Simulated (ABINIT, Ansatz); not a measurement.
# A GW chain in ABINIT: SrTiO3 (Tausonite)

Wanted: ground state, empty states, screening and self-energy for SrTiO3 (Tausonite).

Calculated with ABINIT 10.8.3; PBE and many-body steps on it, plane waves.

**The experiments to reproduce.**

- Gap 3.77 eV: direct gap (M0 critical point); spectroscopic ellipsometry, second-derivative fit; 300 K; bulk crystal (commercial single crystal) (“Optical probe of ferroelectric order in bulk and thin film perovskite titanates”, 2013, arxiv:1309.1245).

This is a report of a sequence of runs, with most program output left out.

**1. Set-up**

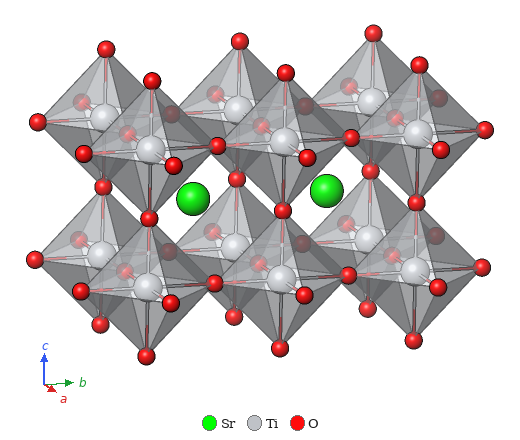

The cell as given, slightly off an axis (strontium green, titanium light grey, oxygen red). 1×2×1 cells are drawn. Some periodic images of atoms are drawn too.

The cell and positions come from the Crystallography Open Database and are kept as given unless a step says otherwise.

**2. Ground state**

This step: ABINIT 10.8.3; DFT, PBE, plane waves, norm-conserving pseudopotentials.

The ground-state density comes first.

File run.abi:

```
acell 3*1.0 Angstrom
rprim 
  3.905280000000 0.000000000000 0.000000000000
  0.000000000000 3.905280000000 0.000000000000
  0.000000000000 0.000000000000 3.905280000000
ntypat 3
znucl 38 22 8
natom 5
typat 1 2 3 3 3
xred 
  0.500000000000 0.500000000000 0.500000000000
  0.000000000000 0.000000000000 0.000000000000
  0.500000000000 0.000000000000 0.000000000000
  0.000000000000 0.500000000000 0.000000000000
  0.000000000000 0.000000000000 0.500000000000
pp_dirpath "pseudos"
pseudos "Sr.upf, Ti.upf, O.upf"
ecut 38
ngkpt 6 6 6
nshiftk 1
shiftk 0 0 0
kptopt 1
chksymbreak 0
nband 26
occopt 1
tolvrs 1e-10
nstep 60
prtwf 0
optforces 0
optstress 0
indata_prefix "in"
outdata_prefix "out"
tmpdata_prefix "tmp"
```

On the command line:

```bash
$ OMP_NUM_THREADS=1 mpirun -n 8 abinit run.abi > log
```

Elapsed: 24 s, on 8 MPI ranks of Arm Neoverse V1, shared host; peak memory 0.63 GiB.

Numbers from this step:

| Item | Value |
| --- | --- |
| total energy | -3905.9454 eV |
| gap | 1.908 eV |
| k of the valence top | 0.5, 0.5, 0.5 |
| k of the conduction bottom | 0, 0, 0 |
| least direct gap | 2.263 eV |

The gap is indirect, with the least direct gap 0.36 eV higher.

**3. Empty states on the mesh, 4×4×4 mesh, 143 bands**

The sums over transitions need many empty states on a uniform mesh; this step solves for them.

Changes to run.abi since step 2:

```diff
@@ -18,3 +18,3 @@
 ecut 38
-ngkpt 6 6 6
+ngkpt 4 4 4
 nshiftk 1
@@ -23,9 +23,10 @@
 chksymbreak 0
-nband 26
+irdden 1
+istwfk *1
+nband 143
+prtvol 0
+optdriver 6
+gwr_task "HDIAGO"
+paral_kgb 0
 occopt 1
-tolvrs 1e-10
-nstep 60
-prtwf 0
-optforces 0
-optstress 0
 indata_prefix "in"
```

The job ended after 2.1 min (8 MPI ranks; peak memory 9.1 GiB; 17 min of CPU time).

Numbers from this step:

| Quantity | Value |
| --- | --- |
| gap | 1.908 eV |
| k of the valence top | 0.5, 0.5, 0.5 |
| k of the conduction bottom | 0, 0, 0 |
| least direct gap | 2.263 eV |
| k points computed | 10 |
| lowest point of the top converged band, above the valence top | 77.5025 eV |

On this mesh the gap is 1.908 eV.

**4. Screening, 4×4×4 mesh, 135 bands, screening to 149.7 eV**

The RPA dielectric matrix is built and inverted for each q.

This step: RPA screening on PBE, plane waves, norm-conserving pseudopotentials.

Changes to run.abi since step 3:

```diff
@@ -23,10 +23,11 @@
 chksymbreak 0
-irdden 1
 istwfk *1
-nband 143
-prtvol 0
-optdriver 6
-gwr_task "HDIAGO"
-paral_kgb 0
 occopt 1
+irdwfk 1
+optdriver 3
+nband 135
+ecuteps 5.5
+inclvkb 2
+awtr 1
+symchi 1
 indata_prefix "in"
```

It took 45 s on 8 MPI ranks; peak memory 1.9 GiB.

Numbers from this step:

```yaml
eps_infinity_with_local_fields_on_this_mesh_along_the_program_s_q_direction: 6.402
the_same_without_local_fields: 6.771
plasma_frequency: 30.43 eV
plane_waves_in_the_screening_matrix: 251
```

Local fields lower ε∞ by 5 %. On a Γ-centred mesh this coarse the value itself is usually too large, while a short band sum pulls it down.

**5. Self-energy, 4×4×4 mesh, 135 bands, screening to 149.7 eV**

The self-energy is evaluated for the states that the input lists, and the levels follow from it, in one-shot runs by the linearised quasiparticle equation.

This step: G0W0 on PBE, plane waves, norm-conserving pseudopotentials.

Changes to run.abi since step 4:

```diff
@@ -26,8 +26,17 @@
 irdwfk 1
-optdriver 3
+optdriver 4
 nband 135
+gwcalctyp 0
+ecutsigx 38
+symsigma 1
+nkptgw 2
+kptgw 
+  0.5000000000 0.5000000000 0.5000000000
+  0.0000000000 0.0000000000 0.0000000000
+bdgw 
+  18 23
+  18 23
 ecuteps 5.5
-inclvkb 2
-awtr 1
-symchi 1
+irdscr 1
+ppmodel 1
 indata_prefix "in"
```

The job ended after 10 s (8 MPI ranks; peak memory 1.6 GiB).

Numbers from this step:

```yaml
g0w0_gap_on_the_points_computed: 3.481 eV
starting_gap_on_the_mesh: 1.908 eV
k_of_the_valence_top: 0.5, 0.5, 0.5
k_of_the_conduction_bottom: 0, 0, 0
z_at_the_valence_top: 0.769
z_at_the_conduction_bottom: 0.781
least_direct_g0w0_gap_on_the_computed_points: 3.848 eV
```

The gap on the mesh goes from 1.91 eV to 3.48 eV, a correction of +1.57 eV.

Limits: finite bands, cutoff and mesh; no spin-orbit coupling; coarse k mesh. v1 is the top filled band, c1 the lowest empty one. Levels before and after the correction, in eV, zero at the valence-band top of each column:

```
           conduction bottom  valence top
Kohn-Sham               1.91         0.00
     G0W0               3.48         0.00
```

|  | level | energy (eV) |
| --- | --- | --- |
| Kohn-Sham | (0.5 0.5 0.5) v3-v1 | 0.000 |
| Kohn-Sham | (0.5 0.5 0.5) c1-c3 | 4.517 |
| Kohn-Sham | Γ v3-v1 | -0.355 |
| Kohn-Sham | Γ c1-c3 | 1.908 |
| G0W0 | (0.5 0.5 0.5) v3-v1 | 0.000 |
| G0W0 | (0.5 0.5 0.5) c1-c3 | 6.411 |
| G0W0 | Γ v3-v1 | -0.367 |
| G0W0 | Γ c1-c3 | 3.481 |

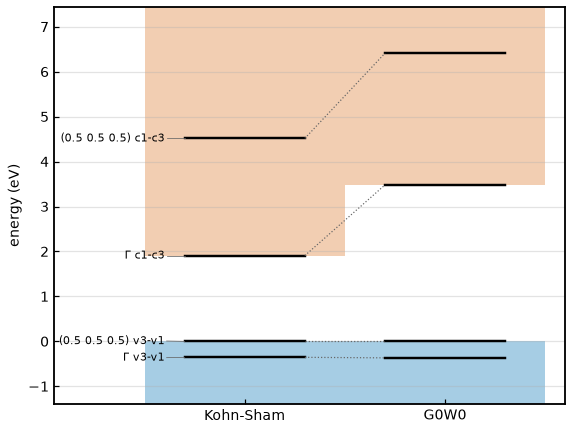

Levels before and after the correction. Shaded: valence and conduction bands.

**6. Where the time went**

Times are wall times on 8 MPI ranks of Arm Neoverse V1, shared host, good to a factor of about two.

```
                    step     time  share  memory (GiB)
            ground state     24 s   12 %          0.63
empty states on the mesh  2.1 min   61 %           9.1
               screening     45 s   22 %           1.9
             self-energy     10 s    5 %           1.6
```

**7. What came out**

```yaml
pbe_gap: 1.91 eV, indirect
g0w0_gap_on_the_mesh: 3.48 eV
gw_settings: 4×4×4 mesh, 135 bands, screening to 149.7 eV, Godby-Needs plasmon pole
known_limits: not at the basis limit; no spin-orbit coupling; coarse k mesh
```

What this shows: G0W0 moves the gap on the mesh from 1.91 eV to 3.48 eV (+1.57 eV), with Z of 0.77 and 0.78 at the edges. Local fields lower the RPA ε∞ on this mesh from 6.77 to 6.40; a Γ-centred mesh this coarse tends to raise both, most where the direct gap is narrow, while a short band sum lowers them. Only 2 of the mesh's irreducible points were corrected, so a valley elsewhere could overtake. The dearest step here is «empty states on the mesh». Against experiment, by G0W0@PBE: the direct gap of 3.85 eV lies +0.08 eV from the measured 3.77 eV (direct, 300 K, 2013). An exciton line or allowed optical edge lies below the quasiparticle gap by the binding energy; a forbidden edge can push the onset above it. The calculation has static nuclei and no excitons; a measured gap holds zero-point and thermal motion, which mostly lowers it. Bands and cutoff are finite, so the gap is not at the basis limit. The miss can reach some tenths of an eV and take either sign; the mesh is an error of its own. In the G0W0 run levels were corrected at 2 k points alone, so a gap called «on the mesh» is the least over those, and an edge elsewhere would be missed. The 4×4×4 mesh is coarse for this cell, which bears on the long-range parts of exchange and screening. This is the ideal cubic cell; many perovskites, halides above all, are cubic only on average, and local tilts or off-centring can widen the gap. The many-body steps are scalar-relativistic: spin-orbit coupling is not in them.

[Paths, hosts, dates, memory and timing lines, banners, echoed tables and standing remarks are left out of the program output.]

[Logs are printed without paths, hosts, clocks, repeated set-up lines and the standing remarks that a program may print on its own settings, such as how far it seeks lower states.]

[Runs of the session that timed out or met a known fault of the program may be left out.]

[Hosts, paths, dates, database ids (printed as entryN), source tags and the programs' standing remarks are cut or masked in the printed files.]

[G0W0 gaps are taken among the corrected bands and points alone; a level outside them can change the order at an edge.]

[Where Ansatz stands beside ABINIT at settings called matched, ABINIT's density can come from a denser mesh and the files from another edition; pairs whose starting gaps differed by over 0.03 eV were left out, so agreement reads better than it is.]
